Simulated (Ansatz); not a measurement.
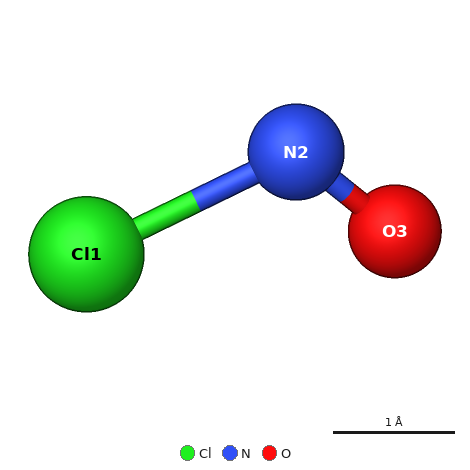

Simulated data, not a measurement (program: Ansatz).

Numbered structure. The species has charge +1 and is a spin doublet. Geometry: the geometry of the neutral molecule.

### What is the geometry at N2?

N2 has 2 neighbours (Cl1 at 1.94, O3 at 1.13 Å); the arrangement is bent.
